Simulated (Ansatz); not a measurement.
# Preparing In6WO12 (R-3) as a host crystal, part 2 of 4

Aim: the runs on the perfect crystal In6WO12 (R-3) that a defect calculation needs first.

Ansatz 0.2.0; plane-wave PAW DFT, PBEsol; relaxation of the host's cell and atoms (the session's first sound run).

So far: The structure; Host cell relaxation. The relaxed cell has a = 9.520, c = 8.949 Å (conventional setting).

**3. Dielectric tensors of the host**

The response to a uniform electric field gives the electronic dielectric tensor.

This step: plane-wave PAW DFPT, PBEsol; dielectric tensors, Born charges and zone-centre modes of the host (Ansatz 0.2.0).

Contents of eps/input.yaml:

```yaml
crystal:
  lattice:
    - [4.7599382575, 2.7481516177, 2.9831387384]
    - [-4.7599382575, 2.7481516177, 2.9831387384]
    - [0.0, -5.4963032852, 2.9831386924]
  atoms:
    - { symbol: In, position: [0.1395378404, 0.3224005758, 0.6054555834] }
    - { symbol: In, position: [0.3224005758, 0.6054555834, 0.1395378404] }
    - { symbol: In, position: [0.6054555834, 0.1395378404, 0.3224005758] }
    - { symbol: In, position: [0.8604621596, 0.6775994242, 0.3945444166] }
    - { symbol: In, position: [0.6775994242, 0.3945444166, 0.8604621596] }
    - { symbol: In, position: [0.3945444166, 0.8604621596, 0.6775994242] }
    - { symbol: W, position: [1.0, 0.0, 0.0] }
    - { symbol: O, position: [0.4058179593, 0.5857759008, 0.8239748186] }
    - { symbol: O, position: [0.5857759008, 0.8239748186, 0.4058179593] }
    - { symbol: O, position: [0.8239748186, 0.4058179593, 0.5857759008] }
    - { symbol: O, position: [0.5941820407, 0.4142240992, 0.1760251814] }
    - { symbol: O, position: [0.4142240992, 0.1760251814, 0.5941820407] }
    - { symbol: O, position: [0.1760251814, 0.5941820407, 0.4142240992] }
    - { symbol: O, position: [0.9589437751, 0.1025814011, 0.2953603308] }
    - { symbol: O, position: [0.7046396692, 0.0410562249, 0.8974185989] }
    - { symbol: O, position: [0.8974185989, 0.7046396692, 0.0410562249] }
    - { symbol: O, position: [0.0410562249, 0.8974185989, 0.7046396692] }
    - { symbol: O, position: [0.2953603308, 0.9589437751, 0.1025814011] }
    - { symbol: O, position: [0.1025814011, 0.2953603308, 0.9589437751] }
basis:
  ecutwfc: 420
hamiltonian:
  xc: pbesol
kpoints:
  mp_grid: { grid: [4, 4, 4] }
scf:
  occupations: { method: fixed }
  max_iter: 100
phonons:
  method: dfpt
  dielectric: true
  rigid_motions: translations
```

Command:

```console
> ansatz run input.yaml --threads 4 --pin off --max-ram 7536MiB --backend cpu --events-out ev --progress --plain --runs-dir out
```

Numbers of over 12 decimals in the logs are rounded to 6 here.

The program printed:

```text
[...]
Crystal: 19 atoms, lattice volume = 234.135 Å³
Basis set: ecut = 420 eV, 4581 PW (Γ), exchange–correlation on 90×90×90 points (8 copies of the dense FFT grid, shifted against one another)
Bands: 101, of which v1, the nominal top of the filled ones, is band 82 counted from 1 (81 counted from 0)
Symmetry: 6 space group operations
k-points: 36 of 64 (irreducible under 1 space group operation, time reversal used)
[...]
SCF iter   1: F=—  HF=-50141.813054 eV  |F-HF|=—  |Δ(HF+E_count)|=         —  Δρ=1.69e-2  dr2=5.48e-1  ethr=1.77e-3  ⟨swp⟩=5.0  Hψ=12530  notcnv=0  defer=607
[...]
SCF iter  10: F=-50141.670334 eV  HF=-50141.670334 eV  |F-HF|=4.37e-11  |Δ(HF+E_count)|=   1.05e-9  Δρ=1.44e-7  dr2=3.86e-11  ethr=1.00e-12  ⟨swp⟩=14.3  Hψ=25690  notcnv=0
SCF 1 converged in 10 iterations: F = -50141.670334 eV  dr2 = 3.86e-11
[...]
NSCF: frozen V_eff on 2 k-points
[...]
DFPT response loops at q = (0, 0, 0) (fractional): preconditioner auto → Resta (q_TF=auto, 2.571 Å⁻¹)  ε∞=5.4 (no band partly filled); β = 1.00, the filter's whole step (`scf.mixing.beta` (0.50) is not read by the response loops at its default; [...]
DFPT response loops at Γ: preconditioner auto → Resta (q_TF=auto, 2.571 Å⁻¹)  ε∞=5.4 (no band partly filled); β = 1.00, the filter's whole step (`scf.mixing.beta` (0.50) is not read by the response loops at its default; [...]
── the response to a field inside a basis, on 6×6×6 k-points: an SCF that follows is theirs, and a resumed run solves both again ──
Bands: 83, of which v1, the nominal top of the filled ones, is band 82 counted from 1 (81 counted from 0)
k-points: 38 of 216
[...]
Eigensolver: Dense (38 Hₖ)
SCF iter   1: F=—  HF=-50141.078306 eV  |F-HF|=—  |Δ(HF+E_count)|=         —  Δρ=5.05e-4  dr2=1.70e-4  ethr=1.00e-1
[...]
SCF iter   6: F=-50141.078353 eV  HF=-50141.078353 eV  |F-HF|=1.51e-8  |Δ(HF+E_count)|=   7.41e-8  Δρ=3.48e-6  dr2=3.48e-8  ethr=8.20e-11
SCF 1 converged in 6 iterations: F = -50141.078353 eV  dr2 = 3.48e-8
[...]
WARN: field response: ε∞ stands inside a basis, on 6×6×6 points; [...]
SCF converged after 10 iterations
Free energy (F): -50141.670334 eV
[...]
Internal energy: -50141.670334 eV  (E = F + TS)
E sigma→0 (E₀):  -50141.670334 eV
Fermi energy:    8.970660 eV
[...]
--- Band table (eV; the first three rows and the last of 36) ---
[...]
[... further k-points left out ...]
--- Phonons (Γ-DFPT): 11 representative perturbations + reference (Σ response iterations 77) ---
  k mesh reduced under 1 symmetry operation, with k and −k counted as one. Each operation leaves every solved perturbation unchanged. A smaller set is not considered because the run solves the response to a homogeneous field
  ASR residual: 1.056e-4 → 0.000e0 eV/Å²; symmetrization residual: 5.754e-6 eV/Å²
  ASR residual per site (eV/Å²): 8.36e-5 6.82e-5 8.23e-5 8.36e-5 6.82e-5 8.23e-5 5.80e-5 4.65e-5 5.51e-5 5.54e-5 4.65e-5 5.51e-5 5.54e-5 9.84e-5 9.45e-5 1.06e-4 9.84e-5 9.45e-5 1.06e-4
  Γ frequencies (cm⁻¹): 0.00 0.00 0.00 87.30 87.30 92.33 92.33 94.14 116.38 124.30 131.03 131.03 135.61 135.61 164.73 168.94 168.94 173.30 185.04 195.07 195.07 218.78 223.73 239.96 239.96 256.28 256.28 295.70 295.85 295.85 333.45 334.96 334.96 343.42 343.42 [...]
  ε∞ (high-frequency dielectric tensor):
        5.575495    -0.000000     0.000000
       -0.000000     5.575495     0.000000
       -0.000000     0.000000     5.244891
  ε⁰ (static dielectric tensor: ions relaxed, cell fixed):
       50.411089    -0.000000     0.000000
       -0.000000    50.411089     0.000000
        0.000000     0.000000    19.212273
  ε⁰ − ε∞ (ionic part):
       44.835595    -0.000000     0.000000
       -0.000000    44.835595     0.000000
        0.000000     0.000000    13.967383
  softest optical mode at Γ: 87.30 cm⁻¹; the repairs (sum rule, projections) moved no ω² at Γ by more than (2.82 cm⁻¹)²
  Born effective charges Z* (e; rows j = field, columns β = displacement):
    site 0:
         3.37231   -0.34752   -0.00605
        -0.24845    3.73701   -0.49307
         0.17162    0.02935    3.58799
    site 1:
         3.90390   -0.05846   -0.42399
         0.04061    3.20542    0.25177
        -0.06039   -0.16330    3.58799
    site 2:
         3.38777    0.25738    0.43004
         0.35645    3.72155    0.24130
        -0.11123    0.13395    3.58799
    site 3:
         3.37231   -0.34752   -0.00605
        -0.24845    3.73701   -0.49307
         0.17162    0.02935    3.58799
    site 4:
         3.90390   -0.05846   -0.42399
         0.04061    3.20542    0.25177
        -0.06039   -0.16330    3.58799
    site 5:
         3.38777    0.25738    0.43004
         0.35645    3.72155    0.24130
        -0.11123    0.13395    3.58799
    site 6:
         9.00687    0.23660    0.00000
        -0.23660    9.00687    0.00000
        -0.00000    0.00000    7.31457
    site 7:
        -2.35533    0.24691    0.14470
         0.12367   -2.20520   -0.02415
        -0.04777   -0.10845   -2.07684
    site 8:
        -2.40320   -0.09603   -0.09326
        -0.21928   -2.15733   -0.11324
        -0.07004    0.09559   -2.07684
    site 9:
        -2.08227    0.03399   -0.05144
        -0.08926   -2.47827    0.13739
         0.11781    0.01286   -2.07684
    site 10:
        -2.35533    0.24691    0.14470
[...]
site 11:
[...]
site 12:
[...]
site 13:
[...]
site 14:
[...]
site 15:
[...]
site 16:
[...]
site 17:
[...]
site 18:
[...]
Z* charge neutrality: 2.749e-2 e pre-enforcement
  solved inside a basis spanned on kpoints, on 6×6×6 k-points, taken by the longest dipole's decay: ε∞ is read to err by 3.6e-2, Z* by 9.0e-2 e (field_mesh: kpoints solves on kpoints); Z* is corrected for what the basis lacks
  optical modes at Γ without the LO–TO term, one row a degenerate level:
      ω (cm⁻¹)  modes    IR ((D/Å)²/amu)
[...]
optical modes at Γ + LO–TO along q̂ = [1.0000, 0.0000, 0.0000]:
      ω (cm⁻¹)  modes    IR ((D/Å)²/amu)
[...]
optical modes at Γ + LO–TO along q̂ = [0.0000, 1.0000, 0.0000]:
      ω (cm⁻¹)  modes    IR ((D/Å)²/amu)
[...]
optical modes at Γ + LO–TO along q̂ = [0.0000, 0.0000, 1.0000]:
      ω (cm⁻¹)  modes    IR ((D/Å)²/amu)
[...]
440.50      1            19.2076
        442.61      1             0.0000
        473.32      1             0.0000
        478.56      2            65.7142
        553.53      1            30.0992
        554.78      2            44.5125
        561.64      2             0.0000
        586.72      2            22.4515
        606.51      1             0.0000
        660.48      2             0.0000
        670.60      1            92.5840
        799.95      1             0.0000
```

Run time: 25 min. Hardware: 4 threads of Arm Neoverse V1, shared host; peak memory 4.7 GiB; 1.6 h of CPU time.

Electronic dielectric tensor:

```
5.58 0.00 0.00
0.00 5.58 0.00
0.00 0.00 5.24
```

Static dielectric tensor:

```
50.41  0.00  0.00
 0.00 50.41  0.00
 0.00  0.00 19.21
```

The principal values of the electronic dielectric tensor are 5.24, 5.58 and 5.58. The principal values of the static dielectric tensor are 19.21, 50.41 and 50.41.

**4. Primitive cell on a dense mesh**

A dense mesh gives the host's converged energy, against which the supercell's sampling is tested.

This step: plane-wave PAW DFT, PBEsol; single point of the host's primitive cell on a dense mesh (Ansatz 0.2.0).

dense/input.yaml, as its differences from eps/input.yaml of step 3:

```diff
@@ -27,2 +27,3 @@
   ecutwfc: 420
+  xc_grid: 2
 hamiltonian:
@@ -30,9 +31,5 @@
 kpoints:
-  mp_grid: { grid: [4, 4, 4] }
+  mp_grid: { grid: [5, 5, 5] }
 scf:
-  occupations: { method: fixed }
-  max_iter: 100
-phonons:
-  method: dfpt
-  dielectric: true
-  rigid_motions: translations
+  occupations: { method: fermi_dirac, width: 0.01 }
+  max_iter: 80
```

The program printed:

```text
[...]
Crystal: 19 atoms, lattice volume = 234.135 Å³
Basis set: ecut = 420 eV, 4581 PW (Γ), exchange–correlation on 90×90×90 points (8 copies of the dense FFT grid, shifted against one another)
Bands: 101, of which v1, the nominal top of the filled ones, is band 82 counted from 1 (81 counted from 0)
Symmetry: 6 space group operations
[...]
k-points: 23 of 125
[...]
SCF iter   1: F=—  HF=-50141.813106 eV  |F-HF|=—  |Δ(HF+E_count)|=         —  Δρ=1.70e-2  dr2=5.50e-1  ethr=1.77e-3  ⟨swp⟩=6.1  Hψ=9470  notcnv=0  defer=8
[...]
SCF iter   3: F=—  HF=-50141.670809 eV  |F-HF|=—  |Δ(HF+E_count)|=   6.28e-3  Δρ=1.43e-3  dr2=4.13e-3  ethr=2.02e-5  ⟨swp⟩=2.4  Hψ=2970  notcnv=0  defer=178
automatic band count: iteration 3 solves 95 bands in place of 101: the levels show a gap, and the empty bands left out lie too high to hold charge; the band table lists the bands solved (type scf.n_extra_bands for more)
SCF iter   4: F=—  HF=-50141.670413 eV  |F-HF|=—  |Δ(HF+E_count)|=   3.96e-4  Δρ=5.15e-4  dr2=6.68e-4  ethr=2.52e-6  ⟨swp⟩=2.4  Hψ=3485  notcnv=0  defer=178
[...]
SCF iter   8: F=-50141.670366 eV  HF=-50141.670366 eV  |F-HF|=5.41e-8  |Δ(HF+E_count)|=   1.36e-6  Δρ=4.61e-6  dr2=3.95e-8  ethr=1.43e-10  ⟨swp⟩=3.0  Hψ=4827  notcnv=0
SCF 1 converged in 8 iterations: F = -50141.670366 eV  dr2 = 3.95e-8
[...]
SCF converged after 8 iterations
Free energy (F): -50141.670366 eV
[...]
Internal energy: -50141.670366 eV  (E = F + TS)
E sigma→0 (E₀):  -50141.670366 eV
Fermi energy:    9.991172 eV
[...]
```

Wall time 8.8 s (4 threads); peak memory 1 GiB; 34 s of CPU time.

**5. Self-consistent run**

This step: plane-wave PAW DFT, PBEsol; single point of the defect-free supercell, a test of its k-points (Ansatz 0.2.0).

System of this step: In6WO12 (R-3). The cell holds 57 atoms: 18 In, 3 W and 36 O. Its edges and angles: a = 9.520 Å, b = 9.520 Å, c = 8.949 Å, α = 90.0°, β = 90.0°, γ = 120.0°.

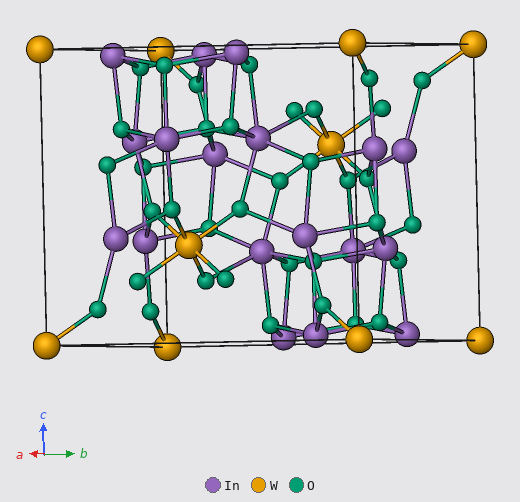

The cell of this step (indium purple, tungsten orange, oxygen teal). Bonds to atoms that aren't drawn are left out. Some periodic images of atoms are drawn too.

Contents of pristine.sampling/input.yaml:

```yaml
crystal:
  lattice:
    - [9.519876515, 0.0, 0.0]
    - [-4.7599382575, 8.2444549029, 4.6e-08]
    - [0.0, -4.99e-08, 8.9494161692]
  atoms:
    - { symbol: In, position: [0.1170731738, 0.4170090831, 0.0224646665] }
    - { symbol: In, position: [0.4504065071, 0.0836757498, 0.6891313332] }
    - { symbol: In, position: [0.7837398405, 0.7503424164, 0.3557979998] }
    - { symbol: In, position: [0.2999359093, 0.8829268262, 0.0224646665] }
    - { symbol: In, position: [0.6332692426, 0.5495934929, 0.6891313332] }
    - { symbol: In, position: [0.966602576, 0.2162601595, 0.3557979998] }
    - { symbol: In, position: [0.2496575836, 0.033397424, 0.3557979998] }
    - { symbol: In, position: [0.5829909169, 0.7000640907, 0.0224646665] }
    - { symbol: In, position: [0.9163242502, 0.3667307574, 0.6891313332] }
    - { symbol: In, position: [0.2162601595, 0.2496575836, 0.6442020002] }
    - { symbol: In, position: [0.5495934929, 0.9163242502, 0.3108686668] }
    - { symbol: In, position: [0.8829268262, 0.5829909169, 0.9775353335] }
    - { symbol: In, position: [0.033397424, 0.7837398405, 0.6442020002] }
    - { symbol: In, position: [0.3667307574, 0.4504065071, 0.3108686668] }
    - { symbol: In, position: [0.7000640907, 0.1170731738, 0.9775353335] }
    - { symbol: In, position: [0.0836757498, 0.6332692426, 0.3108686668] }
    - { symbol: In, position: [0.4170090831, 0.2999359093, 0.9775353335] }
    - { symbol: In, position: [0.7503424164, 0.966602576, 0.6442020002] }
    - { symbol: W, position: [0.0, 0.0, 0.0] }
    - { symbol: W, position: [0.3333333333, 0.6666666667, 0.6666666667] }
    - { symbol: W, position: [0.6666666667, 0.3333333333, 0.3333333333] }
    - { symbol: O, position: [0.1339617331, 0.4478814076, 0.2718562262] }
    - { symbol: O, position: [0.4672950664, 0.1145480743, 0.9385228929] }
    - { symbol: O, position: [0.8006283997, 0.781214741, 0.6051895596] }
    - { symbol: O, position: [0.3139196746, 0.8660382669, 0.2718562262] }
    - { symbol: O, position: [0.6472530079, 0.5327049336, 0.9385228929] }
    - { symbol: O, position: [0.9805863412, 0.1993716003, 0.6051895596] }
    - { symbol: O, position: [0.218785259, 0.0194136588, 0.6051895596] }
    - { symbol: O, position: [0.5521185924, 0.6860803254, 0.2718562262] }
    - { symbol: O, position: [0.8854519257, 0.3527469921, 0.9385228929] }
    - { symbol: O, position: [0.1993716003, 0.218785259, 0.3948104404] }
    - { symbol: O, position: [0.5327049336, 0.8854519257, 0.0614771071] }
    - { symbol: O, position: [0.8660382669, 0.5521185924, 0.7281437738] }
    - { symbol: O, position: [0.0194136588, 0.8006283997, 0.3948104404] }
    - { symbol: O, position: [0.3527469921, 0.4672950664, 0.0614771071] }
    - { symbol: O, position: [0.6860803254, 0.1339617331, 0.7281437738] }
    - { symbol: O, position: [0.1145480743, 0.6472530079, 0.0614771071] }
    - { symbol: O, position: [0.4478814076, 0.3139196746, 0.7281437738] }
    - { symbol: O, position: [0.781214741, 0.9805863412, 0.3948104404] }
    - { symbol: O, position: [0.1733152728, 0.4902681715, 0.7856285023] }
    - { symbol: O, position: [0.5066486061, 0.1569348382, 0.452295169] }
    - { symbol: O, position: [0.8399819394, 0.8236015049, 0.1189618357] }
    - { symbol: O, position: [0.1569348382, 0.6502862321, 0.547704831] }
    - { symbol: O, position: [0.4902681715, 0.3169528988, 0.2143714977] }
    - { symbol: O, position: [0.8236015049, 0.9836195654, 0.8810381643] }
    - { symbol: O, position: [0.0163804346, 0.8399819394, 0.8810381643] }
    - { symbol: O, position: [0.3497137679, 0.5066486061, 0.547704831] }
    - { symbol: O, position: [0.6830471012, 0.1733152728, 0.2143714977] }
    - { symbol: O, position: [0.1600180606, 0.1763984951, 0.8810381643] }
    - { symbol: O, position: [0.4933513939, 0.8430651618, 0.547704831] }
    - { symbol: O, position: [0.8266847272, 0.5097318285, 0.2143714977] }
    - { symbol: O, position: [0.1763984951, 0.0163804346, 0.1189618357] }
    - { symbol: O, position: [0.5097318285, 0.6830471012, 0.7856285023] }
    - { symbol: O, position: [0.8430651618, 0.3497137679, 0.452295169] }
    - { symbol: O, position: [0.3169528988, 0.8266847272, 0.7856285023] }
    - { symbol: O, position: [0.6502862321, 0.4933513939, 0.452295169] }
    - { symbol: O, position: [0.9836195654, 0.1600180606, 0.1189618357] }
basis:
  ecutwfc: 420
  xc_grid: 2
hamiltonian:
  xc: pbesol
kpoints:
  mp_grid: { grid: [1, 1, 1], shift: [0.25, 0.25, 0.25] }
scf:
  occupations: { method: fermi_dirac, width: 0.01 }
  max_iter: 80
```

The program printed:

```text
[...]
Crystal: 57 atoms, lattice volume = 702.406 Å³
Basis set: ecut = 420 eV, 13709 PW (Γ), exchange–correlation on 128×128×120 points (8 copies of the dense FFT grid, shifted against one another)
Bands: 303, of which v1, the nominal top of the filled ones, is band 246 counted from 1 (245 counted from 0)
Symmetry: 6 space group operations
k-points: 1
[...]
SCF iter   1: F=—  HF=-150425.439819 eV  |F-HF|=—  |Δ(HF+E_count)|=         —  Δρ=1.68e-2  dr2=1.60e0  ethr=1.77e-3  ⟨swp⟩=6.0  Hψ=1233  notcnv=0
[...]
SCF iter   9: F=-150425.019858 eV  HF=-150425.019858 eV  |F-HF|=2.95e-8  |Δ(HF+E_count)|=   1.23e-8  Δρ=5.17e-6  dr2=1.54e-7  ethr=1.43e-10  ⟨swp⟩=3.0  Hψ=538  notcnv=0
SCF 1 converged in 9 iterations: F = -150425.019858 eV  dr2 = 1.54e-7
[...]
SCF converged after 9 iterations
Free energy (F): -150425.019858 eV
[...]
Internal energy: -150425.019858 eV  (E = F + TS)
E sigma→0 (E₀):  -150425.019858 eV
Fermi energy:    10.509785 eV
[...]
```

Run time: 5.6 s. Hardware: 4 threads; peak memory 1.4 GiB; 20 s of CPU time.

Numbers from this step:

```
energy over dense mesh : -1.54e-4 eV/atom
```

(Part 2 of 4 ends here.)

[Logs are printed without paths, hosts, clocks, repeated set-up lines and the standing remarks that a program may print on its own settings, such as how far it seeks lower states.]

[Hosts, paths, dates, database ids (printed as entryN), source tags and the programs' standing remarks are cut or masked in the printed files.]

[Runs of the host that timed out are not shown.]

[For some hosts the program warned that the k-mesh of the response run may be too coarse for force constants and the static dielectric constant; such warnings are not always shown.]
